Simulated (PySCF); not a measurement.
C$_{3}$H$_{9}$NSi (SMILES C1C[SiH2]CN1)

```xyz
14

C     0.6835   -1.1260   -0.2100
C     1.2795    0.2694    0.0120
Si   -0.1724    1.4465   -0.3316
C    -1.3813    0.1259    0.3183
N    -0.7689   -1.1492   -0.0256
H     1.1694   -1.8615    0.4413
H     0.8794   -1.4331   -1.2466
H     2.1556    0.4095   -0.6158
H     1.6077    0.3749    1.0474
H    -0.3491    1.7445   -1.7534
H    -0.1533    2.6668    0.4769
H    -2.3751    0.1598   -0.1351
H    -1.5254    0.2487    1.4032
H    -1.0498   -1.8762    0.6191
```

Geometry: GFN2-xTB.

All numbers below come from PBE0/pcSseg-1, SCF density, in a tetrahydrofuran solvent model, non-relativistic in PySCF 2.14.0.

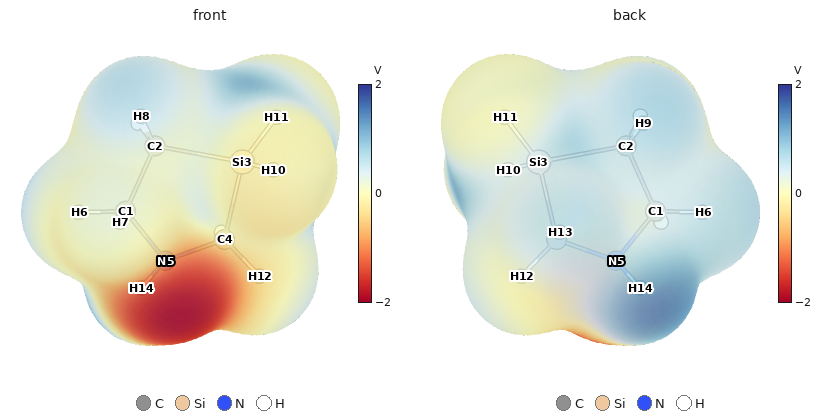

Figure 1. The molecular electrostatic potential painted on the density surface at 0.002 e/bohr³, seen from the front and from behind; the colour scale runs from red (negative) to blue (positive).

Question: Which sites attract a positive test charge, and which a negative one?

Answer: A positive charge is drawn to the negative regions and a negative charge to the positive ones. The most negative region (about −1.9 V) lies over N5, the most positive (about +1.4 V) over H14. N5 is the likeliest acceptor of a hydrogen bond.

Question: What dipole moment does the calculation give?

Answer: Its dipole moment is 1.54 D.

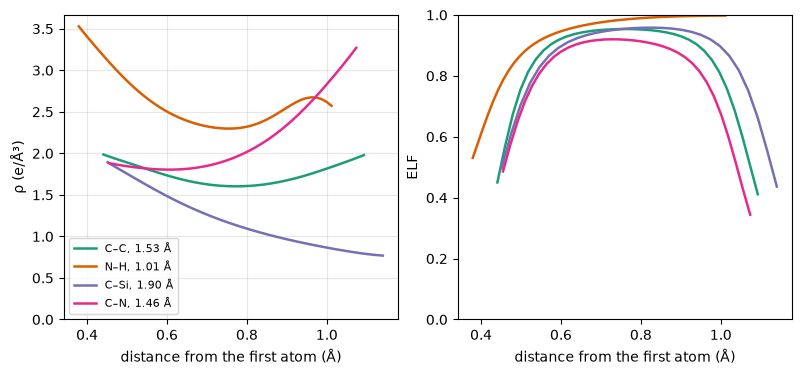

Figure 2. Total electron density and ELF along straight lines between neighbouring atoms. The curves leave out the atomic cores.

Question: What can be read from the curves?

Answer: C–C (1.53 Å): the density is about 1.6 e/Å³ at the midpoint; the ELF peaks at about 0.95 between the atoms; a covalent bond.
N–H (1.01 Å): ρ at the midpoint is about 2.8 e/Å³; the ELF climbs to about 1 towards the hydrogen, as it does in any bond to H: a covalent bond by its length.
C–Si (1.90 Å): ρ at the midpoint is about 0.91 e/Å³; the ELF peaks at about 0.95 between the atoms; a covalent bond.
C–N (1.46 Å): the density is about 1.9 e/Å³ at the midpoint; the ELF peaks at about 0.90 between the atoms, as expected for localised, covalent bonding.
